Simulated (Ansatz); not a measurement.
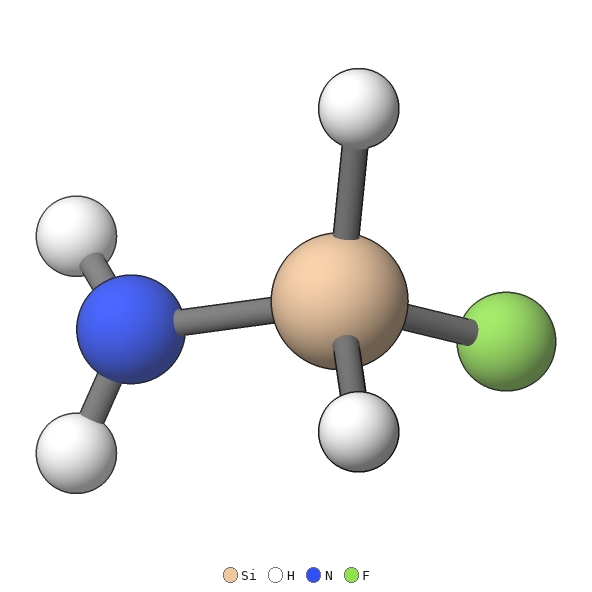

Computed geometry: PBE0-D4/def2-TZVP optimisation.

Give the formula.

Answer. FH4NSi, 7 atoms: 1 fluorine, 4 hydrogen, 1 nitrogen and 1 silicon.

How many bonds of each kind are drawn?

Answer. 2 Si–H, 2 N–H, 1 F–Si, 1 N–Si. Sticks follow a distance rule.

More results for the same structure follow; atom numbers are the same in all pictures, views and colours differ.

Geometry

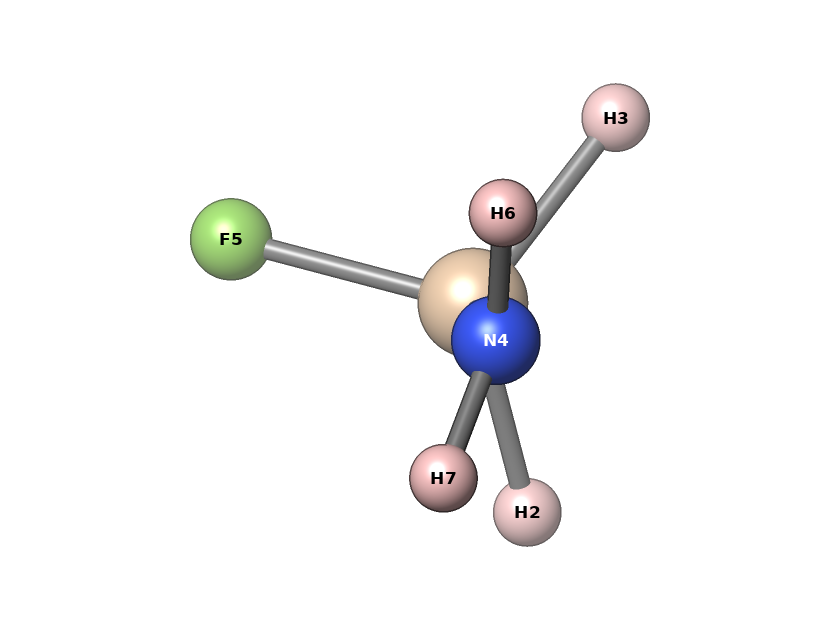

Si1 lies behind N4. The molecule seen nearly along the N4–Si1 bond, N4 in front. Depth is shown by fading: the farther an atom, the more it takes the colour of the background.

What is the torsion angle H6–N4–Si1–F5? The sign is positive where the front bond must turn clockwise to cover the back bond.

Answer. −77°, synclinal (gauche).

Vibrations

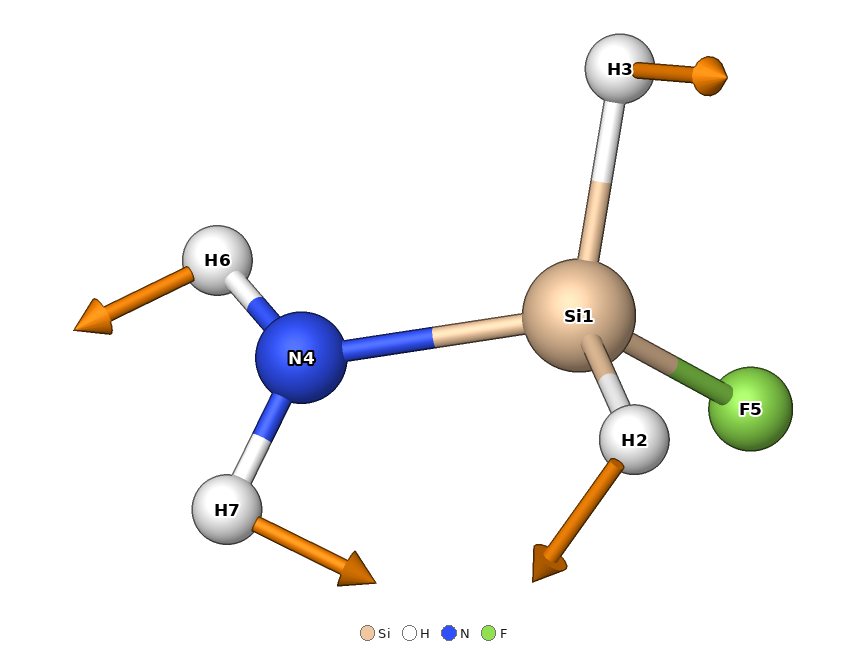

The arrows show one normal mode. Harmonic vibrations computed with RKS PBE0-D4/def2-TZVP (Ansatz 0.2.0) at a stationary point of the same level.

What kind of motion is it?

Answer. Mostly angle bending.

Estimate its harmonic wavenumber.

Answer. 561 cm⁻¹; it is mode 4 of 15 counted from the lowest.

Charges

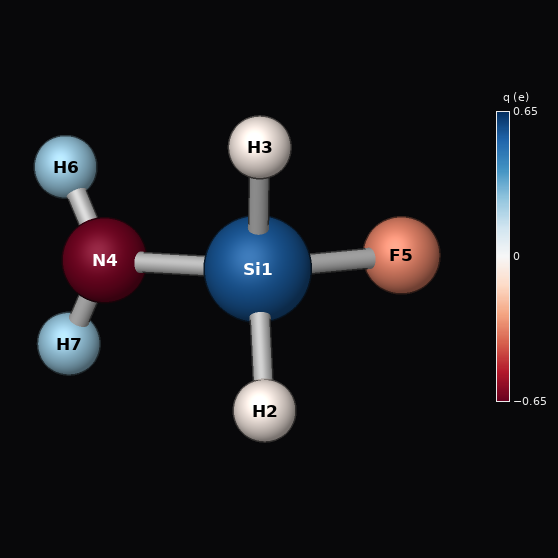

Atoms are coloured by their Mulliken charges. Properties computed with RKS PBE0-D4/def2-TZVP (Ansatz 0.2.0).

Which atom carries the highest charge (most positive or least negative)?

Answer. Si1 (0.56 e).

And the lowest?

Answer. N4 (−0.63 e).

List the Mulliken charges.

| atom | value (e) |
| --- | --- |
| Si1 | 0.56 |
| H2 | −0.05 |
| H3 | −0.05 |
| N4 | −0.63 |
| F5 | −0.32 |
| H6 | 0.25 |
| H7 | 0.25 |

Dipole moment

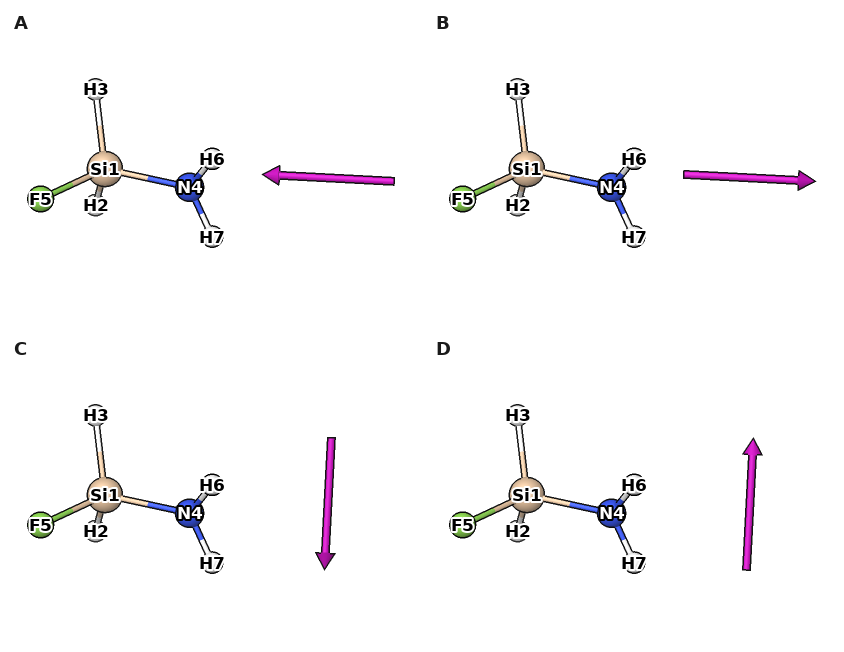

The same molecule four times, each with an arrow. Method: RKS PBE0-D4/def2-TZVP (Ansatz 0.2.0).

Which arrow points along the dipole moment, from the negative to the positive end?

Answer. B. The dipole moment is 1.99 D; it points from the side of F5 to the side of H6, H7 (the outermost atoms at the two ends).

Mulliken values depend strongly on the basis set and can even reverse the polarity of a bond.
